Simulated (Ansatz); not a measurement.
**C2H6FISi: density, localisation and related maps**

The calculation's input:

```
crystal:
  periodic: [false, false, false]
  atoms:
    - {symbol: C, position_ang: [-0.702070, -1.059819, -1.390409]}
    - {symbol: C, position_ang: [-0.264702, -0.098903, -0.274272]}
    - {symbol: F, position_ang: [-2.930591, 0.612820, 0.417792]}
    - {symbol: I, position_ang: [-0.790935, 1.730883, 2.740761]}
    - {symbol: Si, position_ang: [-1.540325, 0.078894, 1.077094]}
    - {symbol: H, position_ang: [-1.634255, -0.718794, -1.867218]}
    - {symbol: H, position_ang: [0.067446, -1.134909, -2.174742]}
    - {symbol: H, position_ang: [-0.879568, -2.076866, -1.004166]}
    - {symbol: H, position_ang: [0.675587, -0.434374, 0.197523]}
    - {symbol: H, position_ang: [-0.062242, 0.909329, -0.674581]}
    - {symbol: H, position_ang: [-1.851202, -1.185441, 1.787942]}
basis:
  gaussian:
    orbitals: def2-SVPD
hamiltonian:
  xc: {name: PBE0}
output: {forces: true, orbitals: {seedname: orbitals}}
```

Run with:

```sh
ansatz run input.yaml --threads 2 --pin off --max-ram 4350MiB --events-out events.jsonl --progress --plain --runs-dir runs
```

Geometry: B3LYP-D3(BJ)/def2-SVP; core potentials replace the inner electrons of I.

Level of theory: isolated molecule in a Gaussian basis; Kohn-Sham density functional theory, functional PBE0 (Ansatz 0.2.0).

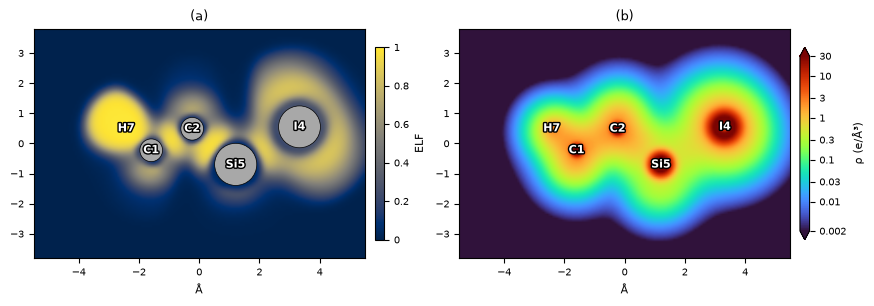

Figure 1. (a) ELF; (b) electron density on the plane of atoms C1, C2 and Si5. Grey discs cover the atomic cores in the ELF map.

Read the bonding off the picture.

Answer. The plane passes through C, I, Si and H nuclei. C–C (1.54 Å): ρ is about 1.6 e/Å³ halfway; the ELF peaks at about 0.95 between the atoms, as expected for a covalent bond. C–Si (1.87 Å): ρ is about 1 e/Å³ halfway; the ELF peaks at about 0.95 between the atoms (a covalent bond). Si–I (2.46 Å): ρ is about 0.63 e/Å³ halfway, with its minimum of 0.53 e/Å³ about 0.8 Å from Si; the ELF peaks at about 0.90 between the atoms, as expected for a shared electron pair. C–H (1.10 Å): ρ at the midpoint is about 1.9 e/Å³; the ELF climbs to about 1 towards the hydrogen, as it does in any bond to H; a covalent bond by its length. The ELF also peaks beside I4, away from the bonds: lone-pair regions.

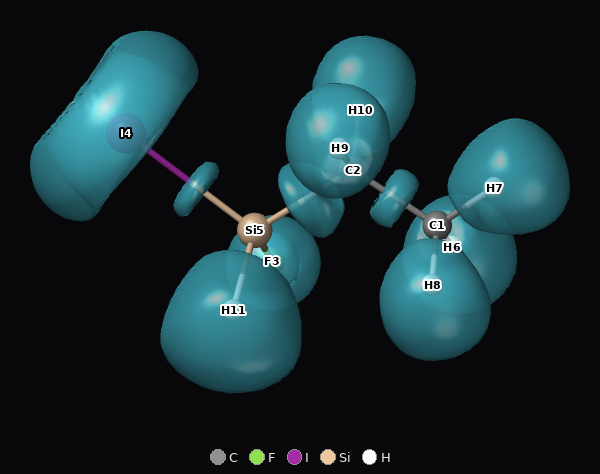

Figure 2. Isosurface of the electron localisation function at 0.8 (cyan), seen at a tilt. Only the valence region is drawn (cores and ρ < 0.01 e/Å³ removed).

Describe the localisation domains.

Answer. The ELF exceeds this value in one region between bonded C–C atoms (shared pairs), one region between bonded C–Si atoms (shared pairs), one region between bonded I–Si atoms (shared pairs), six regions around hydrogen nuclei, one ring or bowl of non-bonding electrons around I and one region wrapped around F (its lone pairs, merged into a ring or cap). Along the contacts the grid gives the following. Si–F (1.63 Å): the ELF peaks at about 0.85 in the valence shell of F, 0.6 Å from its nucleus, and is about 0.50 at the midpoint.

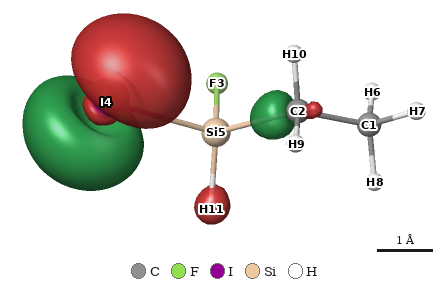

Figure 3. The HOMO at ±0.15 Å⁻³ᐟ² (green and red are the two phases), seen from one side.

What is the character of this orbital?

Answer. By Hirshfeld shares it lies mainly on I4 (about 85 %); largely a lone pair of I4. Its energy is −7.72 eV.
